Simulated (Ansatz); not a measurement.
BGe$_{2}$H$_{4}$ (doublet)

```csv
atom,x (Å),y (Å),z (Å)
B,-1.5785,-1.8519,0.3818
Ge,0.6310,-2.3457,1.3075
Ge,0.1809,-0.1533,0.3395
H,-2.1895,-2.3801,-0.5303
H,-0.8658,-2.9441,0.6255
H,-2.2218,-1.5496,1.3655
H,-1.3126,-0.7679,-0.3354
```

Geometry: PBE0-D3(BJ)/def2-SVP.

Computed with isolated molecule in a Gaussian basis; Kohn-Sham density functional theory, functional PBE0 in Ansatz.

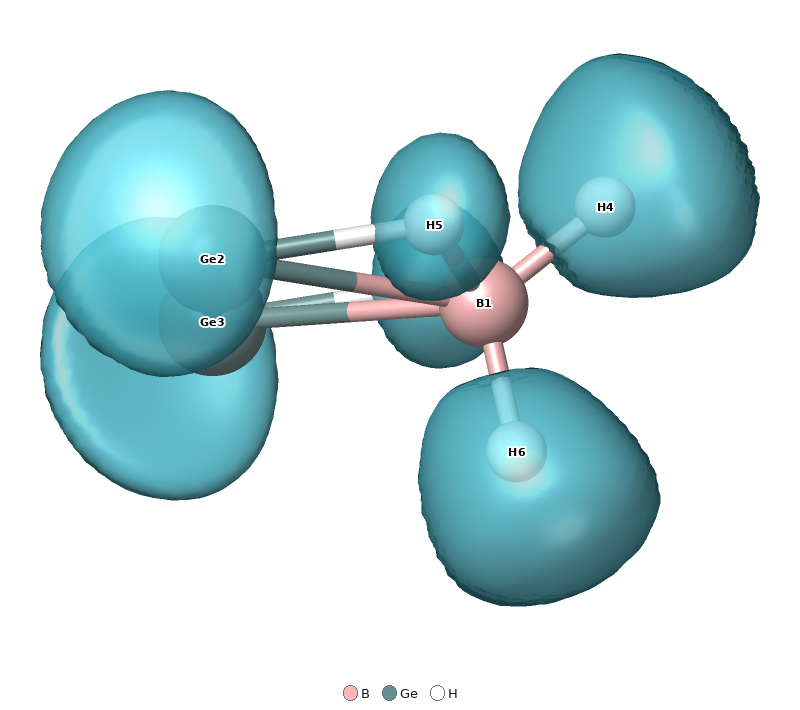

Figure 1. Isosurface of the electron localisation function at 0.9 (cyan), seen from one side. Core shells and regions of very low density are left out.

**Identify the bonds, lone pairs and shells in this picture.**

The surface consists of four regions around hydrogen nuclei and two lobes on Ge, pointing away from the bonds (non-bonding electrons). Along the contacts the grid gives the following. Ge–Ge (2.44 Å): the ELF peaks at about 0.75 between the atoms; a covalent bond. Ge–B (2.45 Å): the ELF peaks at about 0.70 in the valence shell of B, 0.9 Å from its nucleus, and is about 0.50 at the midpoint.

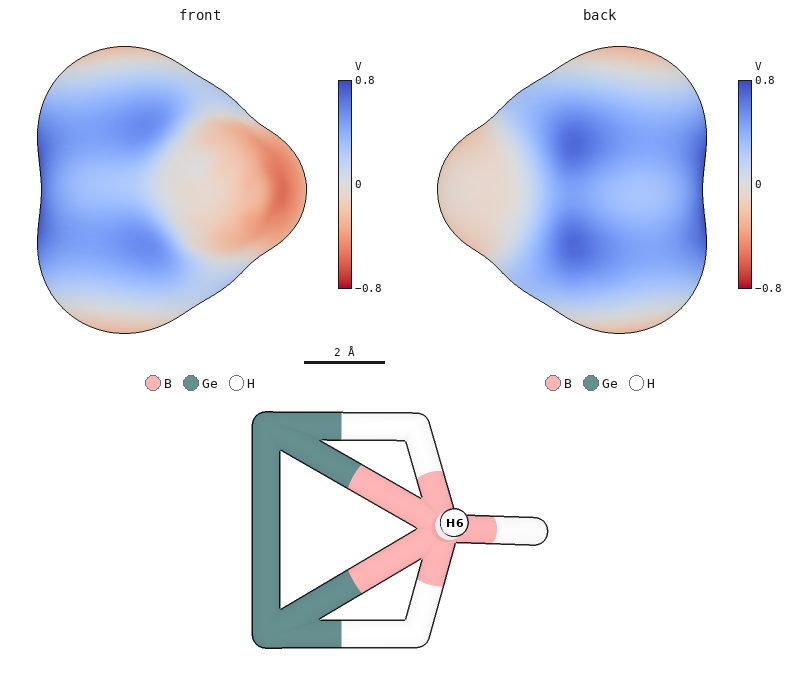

Figure 2. The electrostatic potential painted on the density surface at 0.001 e/bohr³, seen from the front and from behind; red is negative and blue positive. The bare structure is drawn below in the same view.

**Where is the surface potential most negative and most positive?**

The most negative region (about −0.5 V) lies over H6, the most positive (about +0.8 V) over Ge2 and Ge3.

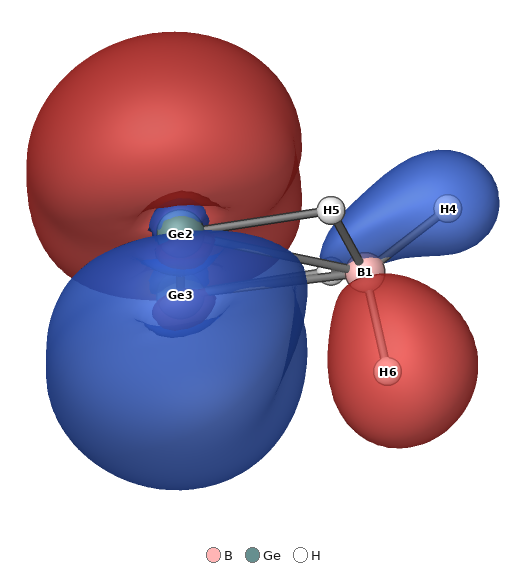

Figure 3. The HOMO (α) at ±0.06 Å⁻³ᐟ² (red and blue are the two phases), seen from one side.

**Describe this orbital and give its energy.**

Its weight (Hirshfeld) is mainly on Ge2 (about 45 %) and Ge3 (about 45 %); π-bonding across Ge2–Ge3. Its energy is −6.03 eV.
